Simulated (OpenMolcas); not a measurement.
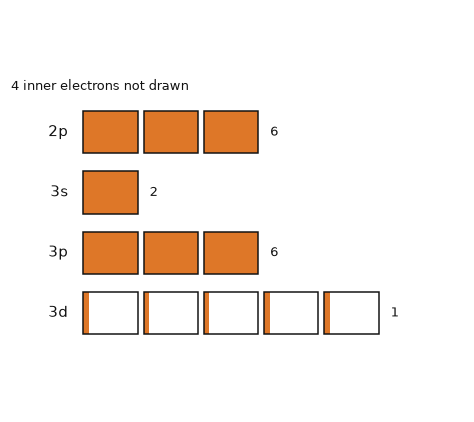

Figure 1. The outer shells of the leading configuration of the lowest level: a box for each of the 2l + 1 orbitals, shaded by the share of the shell that is filled, with the electron count at the right.

**Run report: Ti³⁺ complex, multiconfigurational calculation**

System: Ti³⁺ with 6 ligands (F; octahedron, 2.185 Å), embedded in Cs2NaYF6 by model potentials and point charges, whose field is part of the energies.
Method: state-averaged CASSCF, active space 1 electron in the shell 3d, basis ANO-RCC-VDZP on the metal and ANO-RCC-VDZP on the ligands, DKH2 scalar Hamiltonian, spin-orbit coupling by RASSI with atomic mean-field integrals (OpenMolcas).

## Key numbers

| quantity | value |
| --- | --- |
| outcome | converged |
| energy of the lowest spin-free term | −1451.33209 hartree |
| energy of the lowest spin-orbit level | −1451.33243 hartree |
| largest spread among components of a term | 0.0 cm⁻¹ |
| hardware | 1 thread of Arm Neoverse V2, 24 GiB of memory available, shared host |
| wall time | 7.1 s |
| peak memory | 0.18 GiB |

## Notes

To bear in mind: the geometry is set by hand, with no relaxation.

## Input file
```
&GATEWAY
Basis set
Ti.ANO-RCC-VDZP.
Ti1 0.0 0.0 0.0 Angstrom
End of basis
Basis set
F.ANO-RCC-VDZP.
L1 2.185000 0.000000 0.000000 Angstrom
L2 0.000000 2.185000 0.000000 Angstrom
L3 0.000000 0.000000 2.185000 Angstrom
End of basis
Basis set
Na.EMB-AIMP.Ruiperez.7s4p.1s1p.ECP.Cs2NaYF6.
PseudoCharge
* 3 symmetry-unique lattice sites within 7.6 angstrom
End of basis
Basis set
Cs.EMB-AIMP.Ruiperez.0s.0s.ECP.Cs2NaYF6.
PseudoCharge
* 16 symmetry-unique lattice sites within 7.6 angstrom
End of basis
Basis set
F.EMB-AIMP.Ruiperez.0s.0s.ECP.Cs2NaYF6.
PseudoCharge
* 27 symmetry-unique lattice sites within 7.6 angstrom
End of basis
Basis set
Y.EMB-AIMP.Ruiperez.0s.0s.ECP.Cs2NaYF6.
PseudoCharge
* 6 symmetry-unique lattice sites within 7.6 angstrom
End of basis
Symmetry
XYZ
AngMom=0.0 0.0 0.0
AMFI
RICD
XField
1537 Angstrom 0
* Evjen-weighted lattice charges
&SEWARD
&RASSCF
FileOrb=start.orb
Symmetry=1
Spin=2
nActEl=1 0 0
Inactive=18 21
Ras2=5 0
CIRoot=5 5 1
SDav=5
CIMx=300
Iter=150 100
PrWF=0.3
OrbListing=Nothing
MaxOrb=1
LevShft=1.0
>>> COPY $Project.JobIph JOB001
&RASSI
NrOfJobIphs=1 5
1 2 3 4 5
IphNames
JOB001
EJob
SpinOrbit
DIPRint=1.0
SOCoupling=1000.0
Subsets=2
Property=9
'ANGMOM' 1 'ANGMOM' 2 'ANGMOM' 3 'MLTPL  1' 1 'MLTPL  1' 2 'MLTPL  1' 3
'AMFI' 1 'AMFI' 2 'AMFI' 3
SOProperty=3
'ANGMOM' 1 'ANGMOM' 2 'ANGMOM' 3
```

The file start.orb holds starting orbitals from an earlier step. A driver script formed the levels outside the program, from RASSI's spin-orbit matrix and the active-space energies, averaged over the components of each term or state.

Command:
```bash
OMP_NUM_THREADS=1 MOLCAS_MEM=2457 MOLCAS_PROJECT=a pymolcas a.inp > a.log  # once for each step of the input, in one work folder
```

## Output (extracts)
```
--- SEWARD ---
Basis set label: TI.ANO-RCC...5S4P2D1F.

      Electronic valence basis set:
      ------------------
      Associated Effective Charge  22.000000 au
      Associated Actual Charge     22.000000 au
      Nuclear Model: Point charge

      Shell  nPrim  nBasis  Cartesian Spherical Contaminant
         s      21       5        X
         p      15       4        X
         d      10       2                 X
         f       6       1                 X
                  Relativistic Douglas-Kroll-Hess integrals:
                    - DKH order of Hamiltonian: 2
                    - DKH order of Properties : 0
                  Atomic mean-field integrals
--- RASSCF ---
Wave function specifications:
      -----------------------------

      Number of closed shell electrons          78
      Number of electrons in active shells       1
      Max number of holes in RAS1 space          0
      Max nr of electrons in RAS3 space          0
      Number of inactive orbitals               39
      Number of active orbitals                  5
      Number of secondary orbitals              98
      Spin quantum number                      0.5
      State symmetry                             1
Orbital specifications:
      -----------------------

      Symmetry species                           1   2
                                                ag  au
      Frozen orbitals                            0   0
      Inactive orbitals                         18  21
      Active orbitals                            5   0
      RAS1 orbitals                              0   0
      RAS2 orbitals                              5   0
      RAS3 orbitals                              0   0
      Secondary orbitals                        46  52
      Deleted orbitals                           0   0
      Number of basis functions                 69  73
      Number of CSFs                             5
      Number of root(s) required                 5
      Iter CI   SX   CI       RASSCF       Energy    max ROT     max BLB   max BLB  Level Ln srch  Step   QN
          iter iter root      energy       change     param      element    value   shift minimum  type update
 Nr of preliminary CI iterations:   1
      Total energies have been shifted. Add                -1000.00 au
        1   1   10    0  -450.48728810    0.00E+00  -1.12E-01*   8  35 2 -3.01E-01*  0.81   0.00    SX    NO
        2   1    9    0  -451.21539258   -7.28E-01* -5.79E-02   18  21 1  1.14E-01*  0.66   0.00    SX    NO
        3   1    9    0  -451.29024941   -7.49E-02* -2.39E-02   18  21 1  5.88E-02*  0.73   0.00    SX    NO
        4   1    8    0  -451.30590342   -1.57E-02* -1.44E-02   18  21 1  3.62E-02*  0.75   0.00    SX    NO
        5   1    8    0  -451.31069933   -4.80E-03* -1.71E-02   18  21 1  2.15E-02*  0.76   2.29    LS   YES
        6   1    8    0  -451.31294361   -2.24E-03*  5.34E-03   18  21 1  3.20E-03*  0.77   1.08    QN   YES
        7   1    8    0  -451.31315404   -2.10E-04*  2.59E-03    5  31 1 -1.87E-03*  0.77   1.49    LS   YES
        8   1    8    0  -451.31317981   -2.58E-05* -1.22E-03    6  34 2 -2.45E-03*  0.77   1.02    QN   YES
        9   1    7    0  -451.31321010   -3.03E-05*  5.70E-04   13  20 1  8.19E-04*  0.76   1.40    QN   YES
       10   1    6    0  -451.31321671   -6.61E-06* -3.18E-04    7  19 1  3.98E-04*  0.76   1.33    QN   YES
       11   1    6    0  -451.31321823   -1.52E-06* -1.36E-04    4  32 2  2.23E-04*  0.76   1.43    LS   YES
       12   1    6    0  -451.31321838   -1.49E-07*  1.19E-04    4  32 2  1.72E-04*  0.76   1.00    QN   YES
       13   1    5    0  -451.31321857   -1.94E-07*  5.73E-05    4  22 2 -5.60E-05   0.76   1.48    LS   YES
       14   1    5    0  -451.31321860   -2.93E-08* -1.54E-05    6  34 2 -4.28E-05   0.76   1.07    QN   YES
       15   1    5    0  -451.31321861   -1.10E-08*  1.27E-05    6  34 2 -1.97E-05   0.76   1.74    QN   YES
       16   1    4    0  -451.31321862   -3.34E-09  -2.38E-06    6  24 2  4.52E-06   0.76   1.07    QN   YES
      Convergence after 16 iterations
       17   1    4    0  -451.31321862   -2.10E-10  -2.38E-06    4  22 2  2.00E-06   0.76   1.07    QN   YES
      Natural orbitals and occupation numbers for root  1
      sym 1:   1.000000   0.000000  -0.000000   0.000000   0.000000
      Natural orbitals and occupation numbers for root  2
      sym 1:   0.000000  -0.000000  -0.000000   1.000000  -0.000000
      Natural orbitals and occupation numbers for root  3
      sym 1:   0.000000   1.000000  -0.000000   0.000000  -0.000000
::    RASSCF root number  1 Total energy:  -1451.33209446
::    RASSCF root number  2 Total energy:  -1451.33209446
::    RASSCF root number  3 Total energy:  -1451.33209446
::    RASSCF root number  4 Total energy:  -1451.28490485
::    RASSCF root number  5 Total energy:  -1451.28490485
--- RASSI ---
SPIN-FREE ENERGIES:
  (Shifted by EMIN (a.u.) =      -1451.3320944579)

 SF State       Relative EMIN(au)   Rel lowest level(eV)    D:o, cm**(-1)

     1             0.0000000000        0.0000000000              0.0000
     2             0.0000000000        0.0000000000              0.0000
     3             0.0000000000        0.0000000000              0.0000
     4             0.0471896055        1.2840945828          10356.9213
     5             0.0471896055        1.2840945828          10356.9213
     Dipole printing threshold changed to   1.00000000E+00
Eigenvalues of complex Hamiltonian:
   -----------------------------------
  (Shifted by EMIN (a.u.) =      -1451.3320944579)

 SO State       Relative EMIN(au)   Rel lowest level(eV)    D:o, cm**(-1)

     1            -0.0003398558        0.0000000000              0.0000
     2            -0.0003398558        0.0000000000              0.0000
     3            -0.0003398558        0.0000000000              0.0000
     4            -0.0003398558        0.0000000000              0.0000
     5             0.0006546335        0.0270614303            218.2652
     6             0.0006546335        0.0270614303            218.2652
     7             0.0472021446        1.2936837335          10434.2630
     8             0.0472021446        1.2936837335          10434.2630
     9             0.0472021446        1.2936837335          10434.2630
    10             0.0472021446        1.2936837335          10434.2630
Weights of the five most important spin-orbit-free states for each spin-orbit state.

 SO State  Total energy (au)           Spin-free states, spin, and weights
 -------------------------------------------------------------------------------------------------------
    1        -0.000340       3 0.5  0.6665    2 0.5  0.1667    1 0.5  0.1665    5 0.5  0.0003    4 0.5  0.0000
    2        -0.000340       2 0.5  0.5249    1 0.5  0.2528    3 0.5  0.2221    4 0.5  0.0001    5 0.5  0.0001
    3        -0.000340       3 0.5  0.4444    1 0.5  0.4127    2 0.5  0.1427    5 0.5  0.0001    4 0.5  0.0001
    4        -0.000340       1 0.5  0.5010    2 0.5  0.4987    4 0.5  0.0003    5 0.5  0.0000    3 0.5  0.0000
    5         0.000655       1 0.5  0.3333    3 0.5  0.3333    2 0.5  0.3333    4 0.5  0.0000    5 0.5  0.0000
    6         0.000655       1 0.5  0.3333    2 0.5  0.3333    3 0.5  0.3333    5 0.5  0.0000    4 0.5  0.0000
    7         0.047202       5 0.5  0.9997    3 0.5  0.0002    2 0.5  0.0001    1 0.5  0.0000    4 0.5  0.0000
    8         0.047202       5 0.5  0.9997    3 0.5  0.0002    2 0.5  0.0001    1 0.5  0.0000    4 0.5  0.0000
    9         0.047202       4 0.5  0.9997    1 0.5  0.0002    2 0.5  0.0001    3 0.5  0.0000    5 0.5  0.0000
   10         0.047202       4 0.5  0.9997    1 0.5  0.0002    2 0.5  0.0001    3 0.5  0.0000    5 0.5  0.0000
 -------------------------------------------------------------------------------------------------------
```

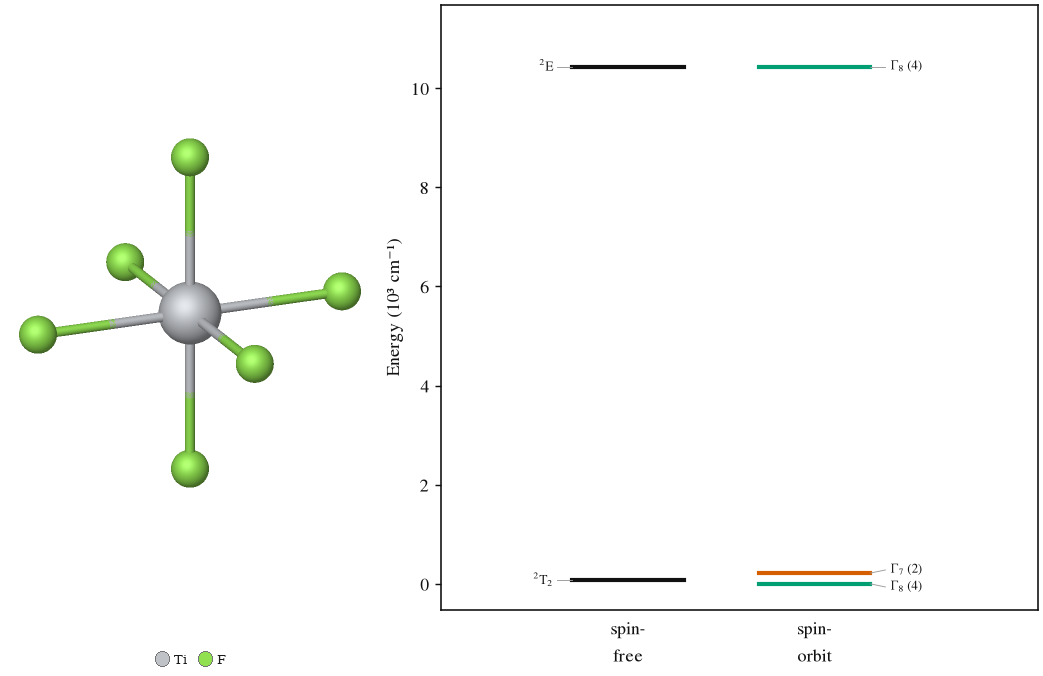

Figure 2. Ti³⁺ (3d) as a dopant in Cs₂NaYF₆, a cluster with its 6 nearest F⁻ at 2.185 Å (octahedron) embedded in model potentials and point charges; the geometry was set, not optimised, and its levels. Labels give the representation in O, Td, D4 or D3 as the site allows (double group for half-integer spin) where it could be assigned and, in brackets, the degeneracy; spin-free states, where drawn, share the zero of the spin-orbit levels. The ground level is Γ₈, 4-fold degenerate, 100 % from states of spin multiplicity 2. The next level lies at 218 cm⁻¹ (Γ₇). The lowest spin-free state is ²T₂, from the free-ion D term; of the same spin there follows at 10,400 cm⁻¹ (²E) above it. A ligand-field fit to the spin-free states gives |10Dq| = 10,400 cm⁻¹. The active orbitals hold 91 to 97 % metal character (Löwdin), and the Mulliken charge of the metal is +2.19.
